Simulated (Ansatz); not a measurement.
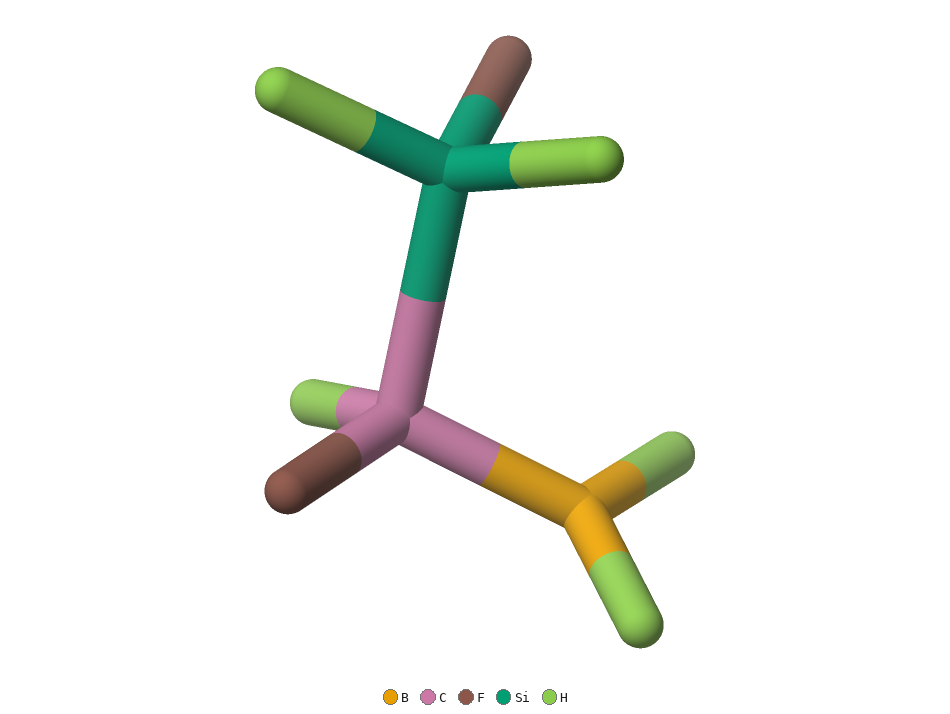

Rendered structure (stick style).

What is the molecular formula?

CH₅BF₂Si, 10 atoms: 1 carbon, 5 hydrogen, 1 boron, 2 fluorine and 1 silicon.

How many sets of symmetry-equivalent atoms are there?

10: 1 B, 1 C, 1 F, 1 Si, 1 F, 1 H, 1 H, 1 H, 1 H, 1 H.

Describe its rings.

It has no ring.

How many bonds of each kind are drawn?

2 B–H, 2 Si–H, 1 C–B, 1 C–F, 1 C–Si, 1 F–Si, 1 C–H.

More results for the same structure follow; atom numbers are the same in all pictures, views and colours differ. The geometry was computed by an optimisation with PBE0-D4/def2-TZVP.

## Shape

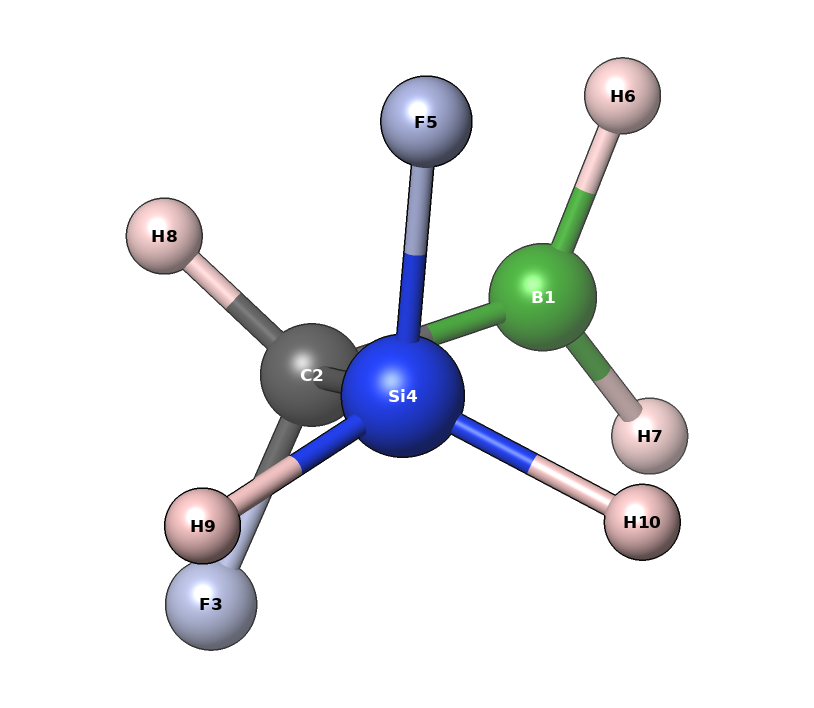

C2 lies behind Si4. The molecule seen a little off the Si4–C2 bond, Si4 in front. Distant atoms are faded towards the background colour.

What is the torsion angle F5–Si4–C2–F3? The sign is positive where the front bond must turn clockwise to cover the back bond.

−160°, antiperiplanar (anti). The bonds about Si4–C2 are staggered.

## Electronic properties

Properties computed with RKS r2SCAN-D4/def2-TZVPP (Ansatz 0.2.0).

Predict the main results.

- dipole moment: 0.34 D
- HOMO energy (Kohn–Sham orbital): −7.53 eV
- LUMO energy (Kohn–Sham orbital): −2.40 eV
- HOMO–LUMO gap: 5.13 eV
- dispersion correction: −4.3 kJ/mol

## Thermal motion

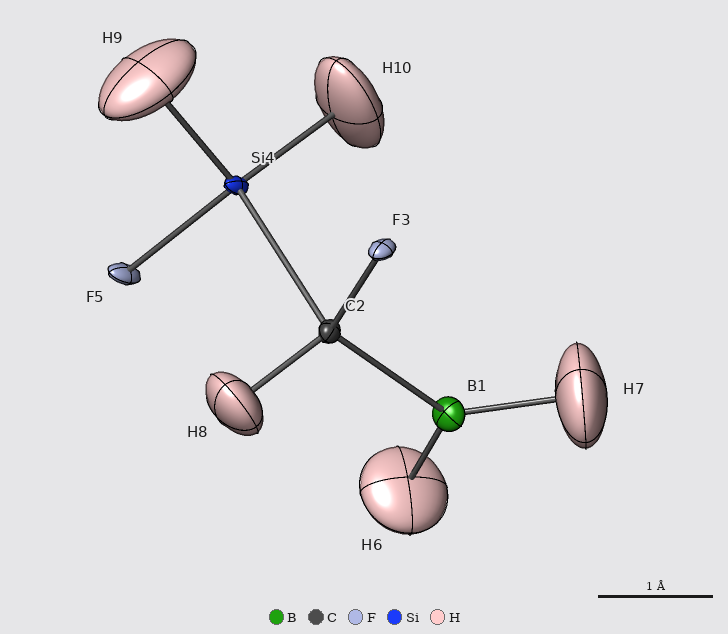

Displacement ellipsoids at the 50 % level, enlarged 1.5 times, from the internal vibrations of the free molecule (harmonic, no overall translation or rotation; no half-axis is drawn under 0.075 Å). Vibrations computed with RKS PBE0-D4/def2-TZVP (Ansatz 0.2.0). Temperature: 0 K (zero-point motion alone).

Which atom has the largest mean-square displacement?

H7, with U_eq = 0.0286 Å².

Does H10 move more along its bond or across it?

Across it: the root-mean-square amplitude is 0.099 Å along the bond and up to 0.221 Å across, since bending and torsion are softer than stretching.

List U_eq and the three principal root-mean-square amplitudes for each kind of atom.

```tsv
atom	U_eq (Å²)	rms amplitudes (Å)
B1	0.0036	0.039, 0.063, 0.074
C2	0.0021	0.041, 0.042, 0.053
F3	0.0022	0.030, 0.047, 0.060
Si4	0.0018	0.025, 0.036, 0.058
F5	0.0030	0.028, 0.051, 0.075
H6	0.0247	0.090, 0.168, 0.194
H7	0.0286	0.097, 0.161, 0.224
H8	0.0155	0.084, 0.135, 0.146
H9	0.0271	0.093, 0.157, 0.219
H10	0.0275	0.092, 0.158, 0.221
```

## Charges

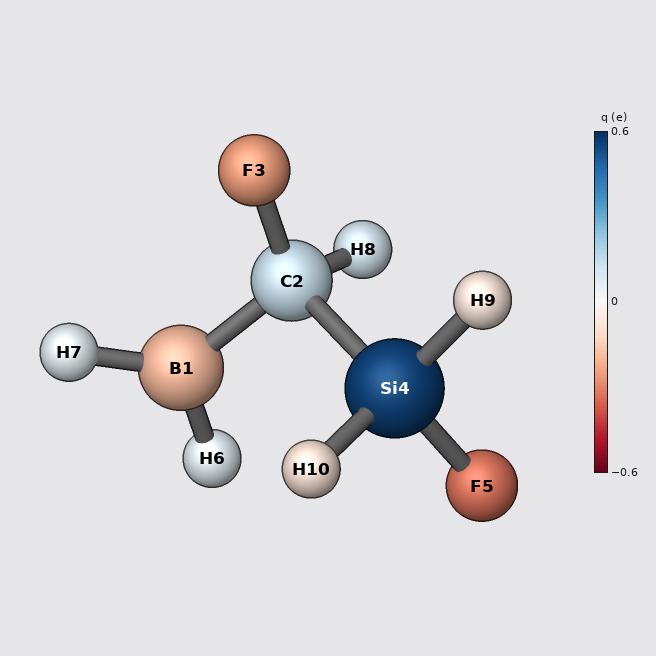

Atoms are coloured by their Mulliken charges. Level of theory: RKS B3LYP-D4/def2-TZVPP (Ansatz 0.2.0).

List the Mulliken charges.

| atom | value (e) |
| --- | --- |
| B1 | −0.19 |
| C2 | 0.13 |
| F3 | −0.25 |
| Si4 | 0.55 |
| F5 | −0.32 |
| H6 | 0.06 |
| H7 | 0.06 |
| H8 | 0.10 |
| H9 | −0.06 |
| H10 | −0.07 |

Mulliken values depend strongly on the basis set and can even reverse the polarity of a bond.
